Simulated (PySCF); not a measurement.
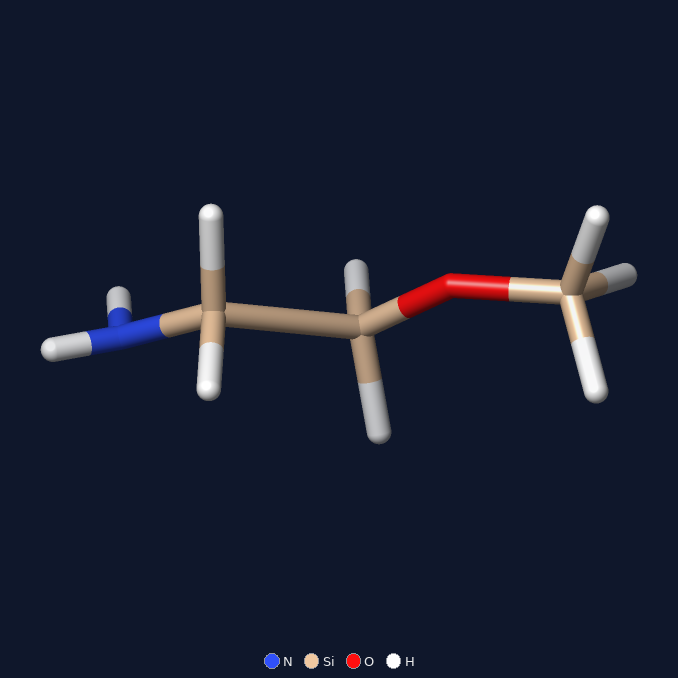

Rendered structure (stick style). Every bond is drawn as one stick, whatever its order.

Computed geometry: PBE0-D3(BJ)/def2-SVP optimisation. No frequency run is at hand to confirm it as a minimum.

Identify the structure.

Formula H₉NOSi₃. SMILES: `N[SiH2][SiH2]O[SiH3]`. It has no ring. Among its groups: Si–H bond, Si–O bond, Si–N bond. The point group is C1. Coordination, clear cases only: 3 Si tetrahedral; 1 O bent.

More results for the same structure follow; atom numbers are the same in all pictures, views and colours differ.

### Geometry

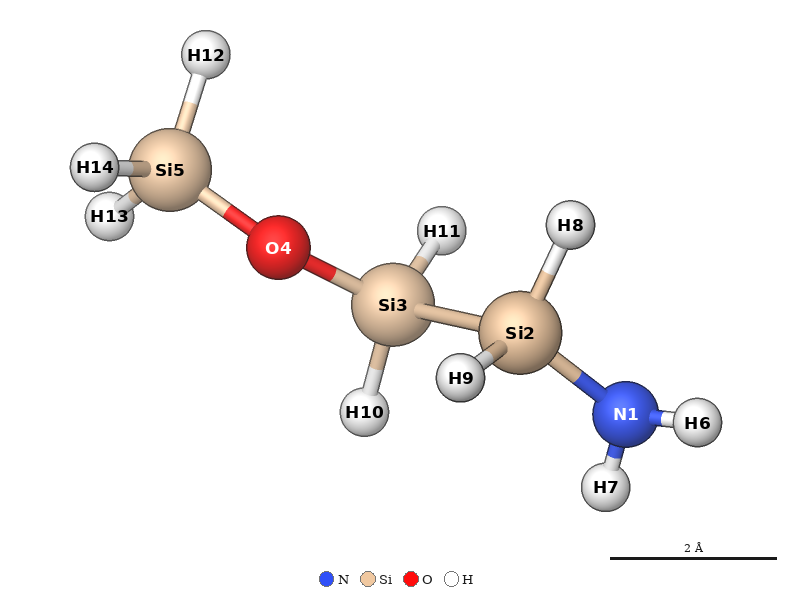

No frequency run is at hand to confirm it as a minimum.

Give these bond angles: N1–Si2–H8, N1–Si2–H9, Si2–N1–H6, Si2–Si3–O4, Si2–Si3–H10, Si2–Si3–H11, Si3–Si2–H9, O4–Si3–H10, O4–Si3–H11, O4–Si5–H12, O4–Si5–H13, O4–Si5–H14.

```
      angle  degrees
  N1–Si2–H8    107.6
  N1–Si2–H9    116.5
  Si2–N1–H6    119.2
 Si2–Si3–O4    109.2
Si2–Si3–H10    110.8
Si2–Si3–H11    110.4
 Si3–Si2–H9    109.3
 O4–Si3–H10    109.4
 O4–Si3–H11    109.9
 O4–Si5–H12    110.4
 O4–Si5–H13    110.7
 O4–Si5–H14    108.3
```

### Levels of theory compared

No frequency run is at hand to confirm it as a minimum. Program: PySCF 2.14.0.

Tabulate dipole (D), HOMO energy (eV) at these levels: PBE0/6-311+G(2d,p); PBE0/6-31G*; PBE0/IGLO-III; PBE0/aug-cc-pVDZ; PBE0/cc-pVDZ; PBE0/cc-pVTZ; PBE0/def2-SVP; PBE0/def2-TZVP; PBE0/pcSseg-0; PBE0/pcSseg-2.

| level | dipole (D) | HOMO energy (eV) |
| --- | --- | --- |
| PBE0/6-311+G(2d,p) | 1.34 | −7.35 |
| PBE0/6-31G* | 1.47 | −7.07 |
| PBE0/IGLO-III | 1.38 | −7.34 |
| PBE0/aug-cc-pVDZ | 1.31 | −7.30 |
| PBE0/cc-pVDZ | 1.50 | −7.08 |
| PBE0/cc-pVTZ | 1.45 | −7.27 |
| PBE0/def2-SVP | 1.49 | −7.13 |
| PBE0/def2-TZVP | 1.46 | −7.31 |
| PBE0/pcSseg-0 | 1.21 | −6.95 |
| PBE0/pcSseg-2 | 1.32 | −7.35 |

### Charges

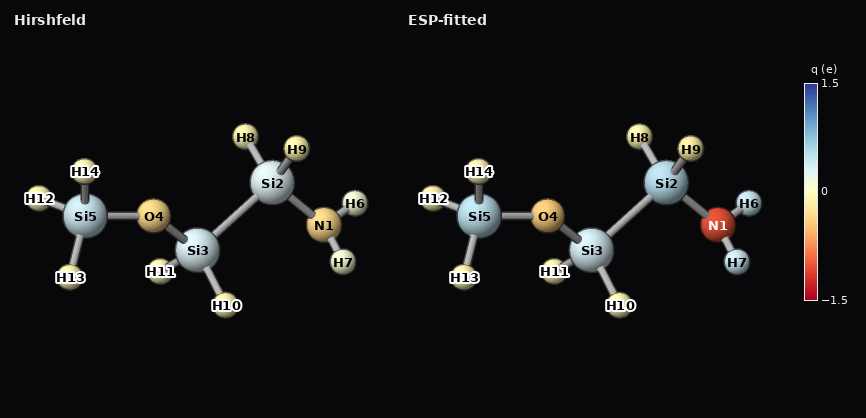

Atomic charges of one calculation by 2 schemes, on one colour scale. No frequency run is at hand to confirm it as a minimum. Level of theory: PBE0/pcSseg-2 (PySCF 2.14.0).

**Which scheme gives the most polar picture (largest mean size of the charges)?**

The ESP-fitted charges are the largest in size here.

**On which atom do the schemes disagree most?**

On N1 (from −1.02 to −0.32 e).

List the charges (e), one line for each set of equivalent atoms.

```json
{"atom": "N1", "Hirshfeld": "−0.32", "ESP-fitted": "−1.02"}
{"atom": "Si2", "Hirshfeld": "0.28", "ESP-fitted": "0.50"}
{"atom": "Si3", "Hirshfeld": "0.31", "ESP-fitted": "0.33"}
{"atom": "O4", "Hirshfeld": "−0.32", "ESP-fitted": "−0.40"}
{"atom": "Si5", "Hirshfeld": "0.39", "ESP-fitted": "0.47"}
{"atom": "H6", "Hirshfeld": "0.12", "ESP-fitted": "0.41"}
{"atom": "H7", "Hirshfeld": "0.12", "ESP-fitted": "0.38"}
{"atom": "H8", "Hirshfeld": "−0.08", "ESP-fitted": "−0.09"}
{"atom": "H9", "Hirshfeld": "−0.09", "ESP-fitted": "−0.14"}
{"atom": "H10", "Hirshfeld": "−0.08", "ESP-fitted": "−0.07"}
{"atom": "H11", "Hirshfeld": "−0.08", "ESP-fitted": "−0.08"}
{"atom": "H12", "Hirshfeld": "−0.08", "ESP-fitted": "−0.10"}
{"atom": "H13", "Hirshfeld": "−0.08", "ESP-fitted": "−0.09"}
{"atom": "H14", "Hirshfeld": "−0.08", "ESP-fitted": "−0.09"}
```

### NMR shielding

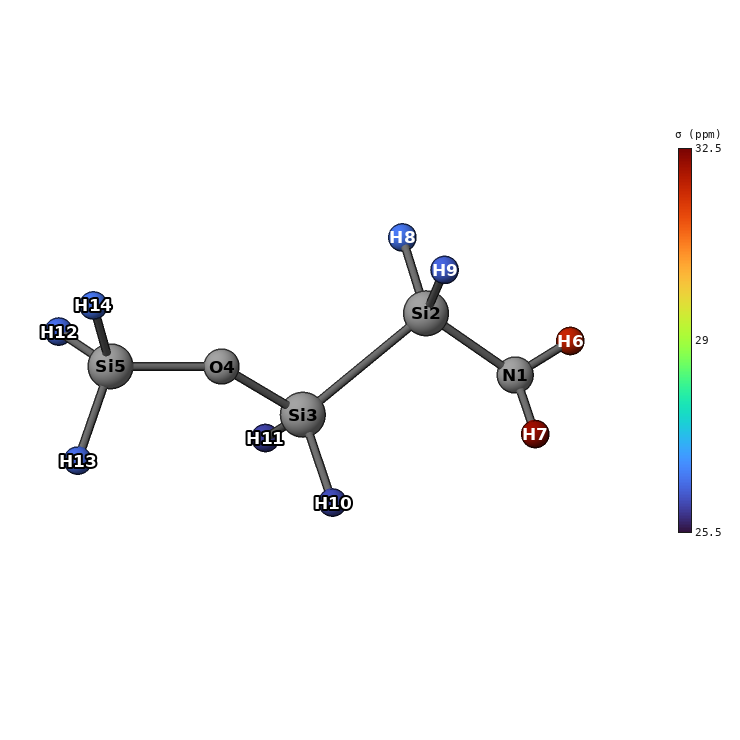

Atoms are coloured by their isotropic NMR shieldings (H only, the others grey). No frequency run is at hand to confirm it as a minimum. Level of theory: GIAO PBE0/def2-SVP NMR shielding, non-relativistic, gas phase (PySCF 2.14.0).

List the isotropic NMR shieldings of the H atoms.

```json
{"atom": "H6", "σ (ppm)": "31.84"}
{"atom": "H7", "σ (ppm)": "32.22"}
{"atom": "H8", "σ (ppm)": "26.51"}
{"atom": "H9", "σ (ppm)": "26.30"}
{"atom": "H10", "σ (ppm)": "26.08"}
{"atom": "H11", "σ (ppm)": "25.97"}
{"atom": "H12", "σ (ppm)": "26.40"}
{"atom": "H13", "σ (ppm)": "26.40"}
{"atom": "H14", "σ (ppm)": "26.50"}
```
